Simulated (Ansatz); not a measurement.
```xyz
9

Ga    0.0432    0.4346    0.0675
N    -0.0525    0.2358    2.1636
H    -0.9177   -0.3120    2.2929
H     0.7196   -0.2228    2.6639
H     1.4341   -0.0950   -0.4418
O    -1.4933   -0.5601   -0.0479
H    -1.9680   -0.4552   -0.8906
Cl   -0.3040    2.6259   -0.0195
H    -0.2001    1.1751    2.5596
```

The calculation used RKS PBE/def2-SVP in Ansatz 0.2.0.

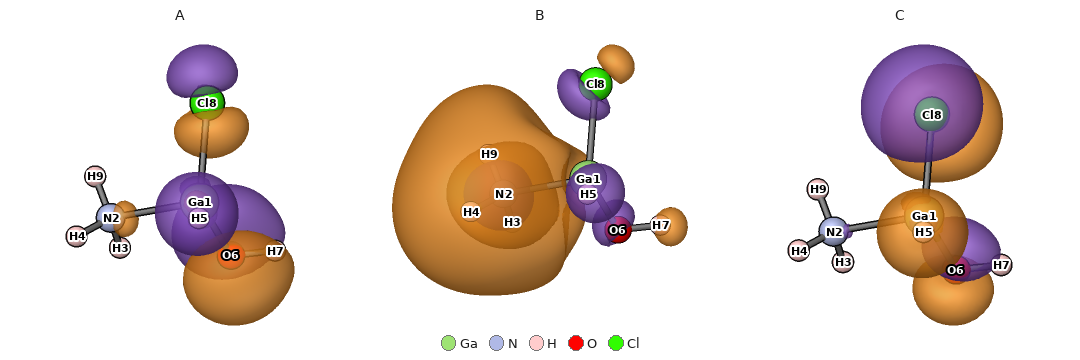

ClGaH₅NO. Three frontier orbitals at ±0.08 Å⁻³ᐟ² (orange and purple are the two phases), in no order.

Q: Order the three orbitals by energy and name them.

A: C is the HOMO−1 (−6.23 eV). By Hirshfeld shares it lies mainly on Cl8 (about 70 %), O6 (about 15 %), Ga1 (about 10 %) and H5 (about 5 %); largely a lone pair of Cl8. A is the HOMO (−5.89 eV). Its weight (Hirshfeld) is mainly on O6 (about 75 %), Ga1 (about 10 %) and Cl8 (about 5 %); largely a lone pair of O6. B is the LUMO (−0.42 eV). It lies mainly on H4 (about 25 %), N2 (about 20 %), H9 (about 15 %), Ga1 (about 15 %) and H3 (about 15 %).

Q: What is the HOMO–LUMO gap?

A: 5.47 eV between the orbital energies.
